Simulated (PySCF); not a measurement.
SMILES COCCC at its GFN2-xTB optimised geometry (Å):

```
15

C      1.0363    -1.8137     0.1875
C      0.4881    -0.4053     0.0000
C     -1.0435    -0.4053     0.0000
O     -1.6240     0.8791     0.0000
C     -1.5070     1.5757    -1.2143
H      2.1232    -1.8026     0.1733
H      0.7085    -2.2285     1.1378
H      0.6885    -2.4678    -0.6092
H      0.8574     0.0033    -0.9427
H      0.8350     0.2416     0.8082
H     -1.4075    -0.8752     0.9181
H     -1.4132    -0.9857    -0.8605
H     -1.8739     0.9718    -2.0539
H     -2.1232     2.4678    -1.1160
H     -0.4738     1.8770    -1.4201
```

Calculation: PySCF 2.14.0 with PBE/def2-TZVP.

Map of the electron localisation function on the plane z = 1.0 Å:

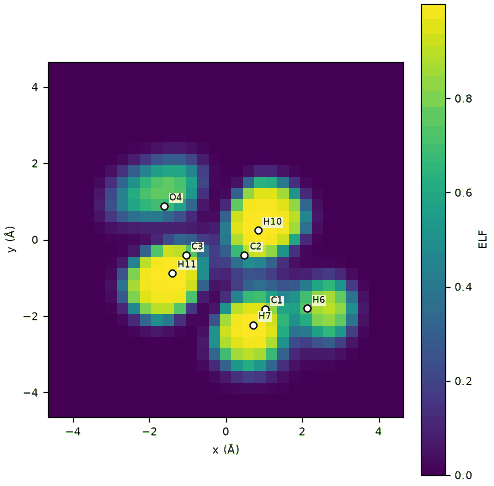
Figure: Electron localisation function on the plane z = 1.0 Å.
